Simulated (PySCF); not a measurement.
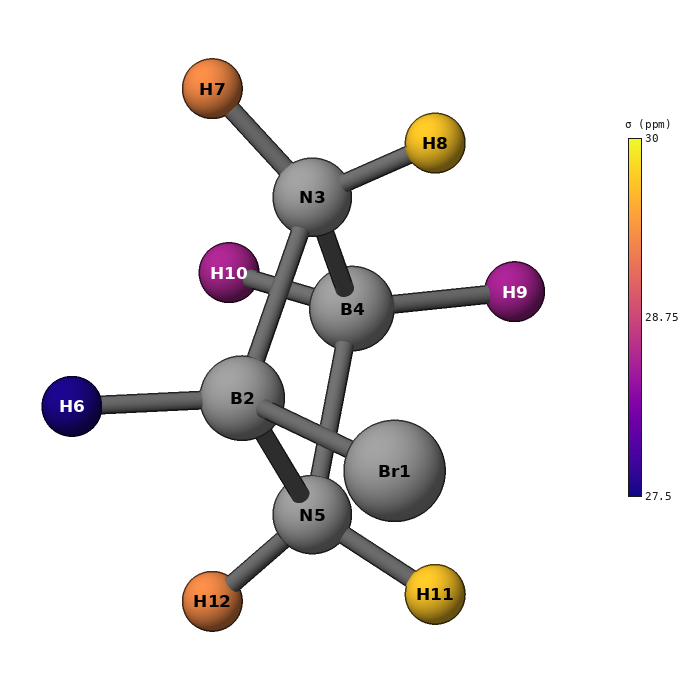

Atoms are coloured by their isotropic NMR shieldings (H only, the others grey). Computed geometry: GFN2-xTB optimisation. No frequency run is at hand to confirm it as a minimum. Properties computed with GIAO PBE0/pcSseg-1 NMR shielding, non-relativistic, gas phase (PySCF 2.14.0).

**Which H atom is the most shielded (lowest chemical shift)?**

H8, H11 (29.70 ppm).

**Which H atom is the least shielded (highest chemical shift)?**

H6 (27.55 ppm).

**How wide is the range of H shifts?**

2.15 ppm.

List the isotropic NMR shieldings of the H atoms.

| atom | σ (ppm) |
| --- | --- |
| H6 | 27.55 |
| H7 | 29.30 |
| H8 | 29.70 |
| H9 | 28.44 |
| H10 | 28.48 |
| H11 | 29.70 |
| H12 | 29.30 |

The geometry is semi-empirical. Around B, Br such bond lengths and angles can be off by a tenth of an ångström or more and by several degrees, and values that hang on the shape move with them.
